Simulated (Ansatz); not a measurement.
# C2H6BFOS: the cost of one run

Computed with Ansatz 0.2.0, Gaussian basis. Level: functionals in def2-TZVPP, the program's frozen cores in correlated methods.

Plan: PBE-D4, r2SCAN-D4, PBE0-D4, B3LYP-D4, ωB97X-V, ωB97M-V, B2PLYP; CCSD(T)/def2-TZVPP; MP2/def2-QZVPP; extrapolation to the limit.

### 1 The relaxed structure

All runs share one geometry, relaxed beforehand with PBE0-D4 in a triple-zeta def2 set.

SMILES `CSB(O)CF`, 12 atoms, charge 0, spin multiplicity 1.

Atoms are counted from 1 here; the program's logs count them from 0.

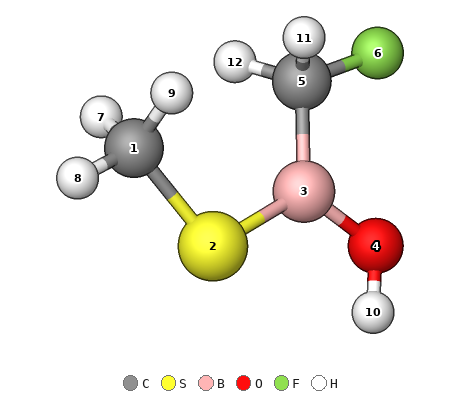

The structure; carbon grey, sulfur yellow, boron pink, oxygen red, fluorine green, hydrogen white; atoms are numbered from 1 in the order of the file.

### 2 PBE-D4 (GGA)

File in.yaml:

```yaml
crystal:
  periodic: [false, false, false]
  atoms:
    - {symbol: C, position_ang: [-0.620978, -1.263013, 1.304967]}
    - {symbol: S, position_ang: [0.946950, -0.363348, 1.247941]}
    - {symbol: B, position_ang: [0.832111, 0.633500, -0.259830]}
    - {symbol: O, position_ang: [1.858020, 1.443466, -0.609212]}
    - {symbol: C, position_ang: [-0.443887, 0.583604, -1.188571]}
    - {symbol: F, position_ang: [-0.339701, 1.419796, -2.285756]}
    - {symbol: H, position_ang: [-0.738105, -1.908483, 0.435501]}
    - {symbol: H, position_ang: [-0.592362, -1.883494, 2.199500]}
    - {symbol: H, position_ang: [-1.465893, -0.579783, 1.380215]}
    - {symbol: H, position_ang: [2.604964, 1.430075, -0.004922]}
    - {symbol: H, position_ang: [-1.345104, 0.868811, -0.630103]}
    - {symbol: H, position_ang: [-0.619016, -0.436232, -1.555828]}
basis:
  gaussian: {orbitals: def2-TZVPP}
hamiltonian: {xc: pbe, dispersion: d4}
output: {forces: true, orbitals: {seedname: orbitals}}
```

Launch:

```bash
$ ansatz run in.yaml --threads 4 --pin off --events-out ev --progress --plain --max-ram 10444MiB
```

Q: Estimate wall time and peak memory on 4 threads of Arm Neoverse V1, shared host.

About 3.5 s, with a peak of 0.39 GiB.
